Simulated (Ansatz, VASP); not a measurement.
# Cross-check of KBr between VASP and Ansatz

Aim: how closely do two programs agree when they are given the same cell, functional and k mesh?

Program: Ansatz 0.2.0. Level of theory: plane waves, with VASP 6.6.1 beside it; single point at PBE. Results are calculated unless marked as measured.

## Step 1: The starting structure

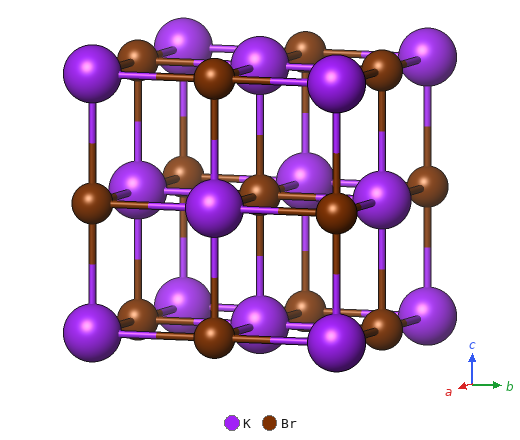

The cell as given, slightly off an axis (potassium purple, bromine brown). This picture shows the conventional cell, with its axes. Some periodic images of atoms are drawn too.

## Step 2: VASP: single point, PBE

With cell and atoms fixed, the geometry can't cause a difference; cores, projectors, grids and the points listed under the comparison can.

Lines of VASP's logs that name or quote its potential files are left out, and so is its time.

Contents of INCAR:

```
SYSTEM = KBr
PREC = Accurate
ENCUT = 400
EDIFF = 1E-06
NELM = 100
ISMEAR = -1
SIGMA = 0.05
LREAL = .FALSE.
ALGO = Normal
GGA = PE
NBANDS = 13
LORBIT = 11
LWAVE = .FALSE.
LCHARG = .FALSE.
KPAR = 2
ISIF = 2
```

Contents of POSCAR:

```
KBr
1.0
    0.0000000000      3.3000000000      3.3000000000
    3.3000000000      0.0000000000      3.3000000000
    3.3000000000      3.3000000000      0.0000000000
K Br
1 1
Direct
    0.0000000000      0.0000000000      0.0000000000
    0.5000000000      0.5000000000      0.5000000000
```

Contents of KPOINTS:

```
Automatic mesh
0
Gamma
6 6 6
0 0 0
```

The projector-augmented-wave data sets are K_pv and Br (PBE family, release 64).

On the command line:

```
> mpirun -np 2 vasp_std
```

Numbers of over 12 decimals in the logs are rounded to 6 here.

Output:

```text
[banner, memory and clock lines left out]
running    2 mpi-ranks, on    1 nodes
 distrk:  each k-point on    1 cores,    2 groups
 distr:  one band on    1 cores,    1 groups

 POSCAR found type information on POSCAR K Br
 POSCAR found :  2 types and       2 ions
 LDA part: xc-table for (Slater+PW92), standard interpolation
 POSCAR, INCAR and KPOINTS ok, starting setup
 FFT: planning ... GRIDC
 FFT: planning ... GRID_SOFT
 FFT: planning ... GRID
 WAVECAR not read
 entering main loop
       N       E                     dE             d eps       ncg     rms          rms(c)
DAV:   1     0.656638353543E+02    0.65664E+02   -0.54141E+03   448   0.750E+02
DAV:   2    -0.160447811305E+01   -0.67268E+02   -0.63720E+02   490   0.170E+02
DAV:   3    -0.629632814268E+01   -0.46919E+01   -0.46796E+01   551   0.396E+01
DAV:   4    -0.633961206515E+01   -0.43284E-01   -0.43281E-01   436   0.445E+00
DAV:   5    -0.633989939629E+01   -0.28733E-03   -0.28733E-03   511   0.397E-01    0.268E+00
DAV:   6    -0.616995838712E+01    0.16994E+00   -0.29122E-01   461   0.263E+00    0.190E+00
DAV:   7    -0.616056374309E+01    0.93946E-02   -0.12125E-01   496   0.192E+00    0.925E-01
DAV:   8    -0.616998677113E+01   -0.94230E-02   -0.10001E-02   421   0.723E-01    0.933E-02
DAV:   9    -0.617048103365E+01   -0.49426E-03   -0.39973E-04   501   0.146E-01    0.629E-02
DAV:  10    -0.617076415470E+01   -0.28312E-03   -0.34789E-04   416   0.111E-01    0.176E-02
DAV:  11    -0.617076458887E+01   -0.43417E-06   -0.12427E-05   486   0.223E-02    0.417E-03
DAV:  12    -0.617076682448E+01   -0.22356E-05   -0.24712E-06   416   0.103E-02    0.130E-03
DAV:  13    -0.617076691173E+01   -0.87248E-07   -0.18786E-07   451   0.273E-03
   1 F= -.61707669E+01 E0= -.61707669E+01  d E =-.560757E-10
```

From OUTCAR (step 2):

```text
ion  position               nearest neighbor table
   1  0.000  0.000  0.000-   2 3.30   2 3.30   2 3.30   2 3.30   2 3.30   2 3.30
   2  0.500  0.500  0.500-   1 3.30   1 3.30   1 3.30   1 3.30   1 3.30   1 3.30

  LATTYP: Found a face centered cubic cell.
 ALAT       =     6.6000000000

 Subroutine GETGRP returns: Found 48 space group operations
 (whereof 48 operations were pure point group operations)

The static configuration has the point symmetry O_h .

 Found     16 irreducible k-points:

   k-points           NKPTS =     16   k-points in BZ     NKDIM =     16   number of bands    NBANDS=     13

   dimension x,y,z NGX =    30 NGY =   30 NGZ =   30
   dimension x,y,z NGXF=    60 NGYF=   60 NGZF=   60

   ENCUT  =  400.0 eV  29.40 Ry    5.42 a.u.   7.61  7.61  7.61*2*pi/ulx,y,z

   NELECT =      14.0000    total number of electrons

 k-points in reciprocal lattice and weights: Automatic mesh
   0.00000000  0.00000000  0.00000000       0.005
   0.16666667  0.00000000  0.00000000       0.037
   0.33333333  0.00000000  0.00000000       0.037
   0.50000000  0.00000000  0.00000000       0.019
   0.16666667  0.16666667  0.00000000       0.028
   0.33333333  0.16666667  0.00000000       0.111
   0.50000000  0.16666667  0.00000000       0.111
  -0.33333333  0.16666667  0.00000000       0.111
  -0.16666667  0.16666667  0.00000000       0.056
[...]
-0.33333333  0.33333333  0.16666667       0.111
  -0.33333333  0.50000000  0.16666667       0.056

 average (electrostatic) potential at core
       1 -14.6532       2 -65.8613

 E-fermi :  -1.7712

 k-point     1 :       0.0000    0.0000    0.0000
  band No.  band energies     occupation
    ...
      3     -14.0798      2.00000
      4     -14.0798      2.00000
      5      -2.8379      2.00000
      6      -2.8379      2.00000
      7      -2.8379      2.00000
      8       1.5885      0.00000
      9       4.7691      0.00000
     10       4.7691      0.00000
     11       4.7691      0.00000
     12       5.6130      0.00000
    ...

 k-point     2 :       0.1667    0.0000    0.0000
  band No.  band energies     occupation
    ...
      3     -14.0812      2.00000
      4     -14.0124      2.00000
      5      -3.2058      2.00000
      6      -2.9259      2.00000
      7      -2.9259      2.00000
      8       2.2463      0.00000
      9       4.6301      0.00000
     10       5.0996      0.00000
     11       5.0996      0.00000
     12       5.9814      0.00000
    ...

 k-point     3 :       0.3333    0.0000    0.0000
  band No.  band energies     occupation
    ...
      3     -14.0839      2.00000
      4     -13.8905      2.00000
      5      -3.7816      2.00000
      6      -3.0909      2.00000
      7      -3.0909      2.00000
      8       3.3600      0.00000
      9       4.8847      0.00000
     10       5.9889      0.00000
     11       5.9889      0.00000
     12       6.9123      0.00000
    ...

  Total        0.4316862      0.4316862      0.4316862      0.0000000      0.0000000      0.0000000
  in kB        9.6229219      9.6229219      9.6229219      0.0000000      0.0000000      0.0000000
  external PRESSURE =       9.6229219 kB  Pullay stress =       0.0000000 kB

  energy-cutoff  :      400.00
  volume of cell :       71.87
      direct lattice vectors                 reciprocal lattice vectors
     0.000000000  3.300000000  3.300000000    -0.151515152  0.151515152  0.151515152
     3.300000000  0.000000000  3.300000000     0.151515152 -0.151515152  0.151515152
     3.300000000  3.300000000  0.000000000     0.151515152  0.151515152 -0.151515152

 POSITION                                       TOTAL-FORCE (eV/Angst)
 -----------------------------------------------------------------------------------
      0.00000      0.00000      0.00000         0.000000      0.000000      0.000000
      3.30000      3.30000      3.30000        -0.000000     -0.000000     -0.000000
 -----------------------------------------------------------------------------------
    total drift:                               -0.000000      0.000000      0.000000

  FREE ENERGIE OF THE ION-ELECTRON SYSTEM (eV)
  ---------------------------------------------------
  free  energy   TOTEN  =        -6.1707669117 eV

  energy  without entropy=       -6.1707669117  energy(sigma->0) =       -6.17076691

 total charge
# of ion       s       p       d       tot
------------------------------------------
    1        0.068   6.076   0.067   6.211
    2        1.599   3.305   0.001   4.905
--------------------------------------------------
tot          1.667   9.381   0.068  11.116

[... 3 further parts left out ...]
```

The run ends at a pressure of 0.96 GPa.

## Step 3: Ansatz: single point, PBE

Ansatz runs on its default PAW (the set named soft_2) files.

The same cell, functional, mesh and smearing now go to Ansatz, which takes its cutoff from its data sets.

Contents of input.yaml:

```yaml
crystal:
  lattice:
    - [0.0, 3.3, 3.3]
    - [3.3, 0.0, 3.3]
    - [3.3, 3.3, 0.0]
  atoms:
    - { symbol: K, position: [0.0, 0.0, 0.0] }
    - { symbol: Br, position: [0.5, 0.5, 0.5] }
hamiltonian:
  xc: pbe
  pseudopotentials: { kind: paw }
kpoints:
  mp_grid: { grid: [6, 6, 6] }
scf:
  occupations: { method: fermi_dirac, width: 0.05 }
  n_extra_bands: 4
output:
  forces: true
  stress: true
  eigenvalues: true
```

On the command line:

```
> ansatz run input.yaml --threads 2 --pin off --max-ram 4608MiB --backend cpu --events-out ev --progress --plain --runs-dir out
```

Output:

```text
scf.n_extra_bands = 4 over 8 filled bands (N_el = 16.0): the run solves 12 bands
Engine: ansatz 0.2.0, x86_64-unknown-linux-gnu
Pseudopotentials: kind: paw
Pseudopotential: K, paw, valence charge 9, recommended cutoff 420 eV (normal), K.paw.azcp
Pseudopotential: Br, paw, valence charge 7, recommended cutoff 420 eV (normal), Br.paw.azcp
Functional definition: PBE
  parameter kappa = 0.804
  parameter beta = 0.066725
  exchange = pbe_x(kappa = kappa, mu = beta*pi^2/3)
  correlation = pbe_c(beta = beta)
Crystal: 2 atoms, lattice volume = 71.874 Å³
Basis set: ecut = 420 eV, 1411 PW (Γ), exchange–correlation on 64×64×64 points (8 copies of the dense FFT grid, shifted against one another)
Bands: 12, of which v1, the nominal top of the filled ones, is band 8 counted from 1 (7 counted from 0)
Symmetry: 48 space group operations
Space group: Fm-3m (ITA 225), of the structure as read, at distance tolerance 4.2e-5 Å
k-points: 16 of 216
Non-local potential: K, projectors of the file, l = 0: 3, l = 1: 2, l = 2: 2
Non-local potential: Br, projectors of the file, l = 0: 2, l = 1: 2, l = 2: 2
PAW form: soft (Blöchl's): semilocal exchange-correlation on the pseudo side does not see the compensation charge
PAW one-centre angular grid: K, 110 points (default); XC on 64 Gauss nodes
PAW one-centre angular grid: Br, 110 points (default); XC on 64 Gauss nodes
Initial density: superposition of atomic densities (neutral atoms: chi_scale 0, normalization atom), corrected by the library's trained network
Initial wavefunctions: pseudopotential atomic-orbital guess
Functional: x = pbe(κ = 0.804, μ = 0.219515), c = pbe(β = 0.066725)
SCF iter   1: F=—  HF=-4324.496661 eV  |F-HF|=—  |Δ(HF+E_count)|=         —  Δρ=1.59e-4  dr2=1.06e-5  ethr=1.77e-3  ⟨swp⟩=6.5  Hψ=1270  notcnv=0
preconditioner: auto → none  [insulator: Δε(μ)=4.426 eV  Ē_g=14.771 eV  σ=0.050 eV  W_gap=1.00  n_scr=14 (ndim 8)  ℏωp=16.4 eV  f_vac=0.056  D(μ)=0.00/eV (n_scr^D=0)  ε∞_Penn≈2.2]
SCF iter   2: F=—  HF=-4324.496533 eV  |F-HF|=—  |Δ(HF+E_count)|=   1.27e-4  Δρ=1.94e-4  dr2=4.67e-5  ethr=6.64e-8  ⟨swp⟩=3.6  Hψ=609  notcnv=0
SCF iter   3: F=—  HF=-4324.496528 eV  |F-HF|=—  |Δ(HF+E_count)|=   5.42e-6  Δρ=4.71e-5  dr2=8.54e-7  ethr=6.64e-8  ⟨swp⟩=2.0  Hψ=304  notcnv=0
SCF iter   4: F=—  HF=-4324.496532 eV  |F-HF|=—  |Δ(HF+E_count)|=   4.49e-6  Δρ=3.53e-5  dr2=1.33e-6  ethr=5.34e-9  ⟨swp⟩=2.0  Hψ=304  notcnv=0
iter 5 did not close the SCF: its close was put off for the readings that it lacked (scf_convergence_deferred on its scf_iter line)
SCF iter   5: F=-4324.496532 eV  HF=-4324.496532 eV  |F-HF|=1.43e-8  |Δ(HF+E_count)|=   5.94e-8  Δρ=2.53e-6  dr2=3.80e-9  ethr=5.34e-9  ⟨swp⟩=2.0  Hψ=304  notcnv=0
SCF iter   6: F=-4324.496532 eV  HF=-4324.496532 eV  |F-HF|=1.78e-10  |Δ(HF+E_count)|=   1.60e-8  Δρ=8.12e-7  dr2=4.93e-10  ethr=2.37e-11  ⟨swp⟩=2.4  Hψ=768  notcnv=0
SCF 1 converged in 6 iterations: F = -4324.496532 eV  dr2 = 4.93e-10
  greatest PAW one-centre occupation: 0.987 electrons in one spin orbital (limit 2), on the K atom at site 0 (counted from 0), in its partial waves of l = 0
SCF converged after 6 iterations
Free energy (F): -4324.496532 eV
Harris-Foulkes:  -4324.496532 eV  (|F-HF|=1.78e-10)
Internal energy: -4324.496532 eV  (E = F + TS)
E sigma→0 (E₀):  -4324.496532 eV
Fermi energy:    3.342566 eV
--- Per-component energies (eV) ---
  E_band       = -133.511000
  E_kinetic    = 388.470908
  E_local      = -838.833063  (includes V_loc(G=0)·N_el)
  E_nonlocal   = 82.863392
  E_hartree    = 271.998710
  E_xc         = -400.624776
  E_vxc        = -269.645014  (∫ρ·V_xc dr)
  E_paw        = -3028.385854  (= ΣΔE_a)
  E_vpaw       = -40.364745  (= ΣTr[D̂ρ^β])
  E_aug_tail   = -0.000004  (compensation charges beyond the density's cutoff)
  E_ewald      = -799.985846
  E_smearing   = -0.000000  (= −TS)
  E_closure    = -0.000000  (closes the sum)
  Σ components = -4324.496532   (vs F -4324.496532, Δ=0.00e0)
--- Forces (eV/Å), atoms counted from 1 ---
  atom   1  K     -0.00000000     0.00000000    -0.00000000
  atom   2  Br     0.00000000    -0.00000000    -0.00000000
  max |Σ_I F_I| component: 3.39e-30 eV/Å
--- Stress (GPa, compression-positive) ---
        0.717957      -0.000000       0.000000
       -0.000000       0.717957       0.000000
       -0.000000      -0.000000       0.717957
  P = ⅓ Tr σ = 0.7180 GPa (7.180 kbar)
--- Band table (eV; the first three rows and the last of 16) ---
  k-point 0: bands = [... 4 lower, -10.1842, 1.0692, 1.0692, 1.0692, 5.5046, 8.6734, 8.6734, 8.6734]
  k-point 1: bands = [... 4 lower, -10.1157, 0.7039, 0.9805, 0.9805, 6.1605, 8.5336, 8.9962, 8.9962]
  k-point 2: bands = [... 4 lower, -9.9925, 0.1313, 0.8141, 0.8141, 7.2681, 8.7874, 9.8577, 9.8577]
  k-point 15: bands = [... 4 lower, -10.1193, 0.3625, 0.5930, 0.6214, 7.6651, 8.9937, 9.3619, 10.2985]
```

The job ended after 0.4 s (2 threads of AMD EPYC 9R14 (Zen 4), shared host; peak memory 0.36 GiB).

Reading the cycles: dr2 is the Hartree energy of the density residual (eV), the measure of convergence; HF is the Harris–Foulkes estimate of the energy, which meets the free energy F at convergence.

The run ends at a pressure of 0.72 GPa.

## Step 4: Side by side

Known differences besides the PAW data sets themselves: the data sets hold 16 valence electrons in Ansatz (default PAW (the set named soft_2) files) and 14 in VASP; the cutoff is 420 eV in Ansatz and 400 eV in VASP; VASP leaves aspherical gradient terms in its spheres out (LASPH is not set), Ansatz keeps them. Total energies have different zeros and are not compared.

Compared:

```
              quantity  Ansatz   VASP  difference
        pressure (GPa)    0.72   0.96       -0.24
gap on the k mesh (eV)   4.435  4.426      +0.009
```

## Step 5: Results

```json
{"difference in gap on the k mesh (single point, PBE)": "0.0089 eV"}
```

What this shows: The difference in gap on the k mesh is 0.0089 eV (single point, PBE), within the 0.08 eV picked in this series as the mark of a large difference. Differences of this kind measure data sets and numerical settings, not the functional's error against experiment.

[Lines on the potential files, build, host, timing and source positions are cut from VASP's logs without a mark.]

[Logs are printed without paths, hosts, clocks, repeated set-up lines and the standing remarks that a program may print on its own settings, such as how far it seeks lower states.]

[Hosts, paths, dates, database ids (printed as entryN), source tags and the programs' standing remarks are cut or masked in the printed files.]
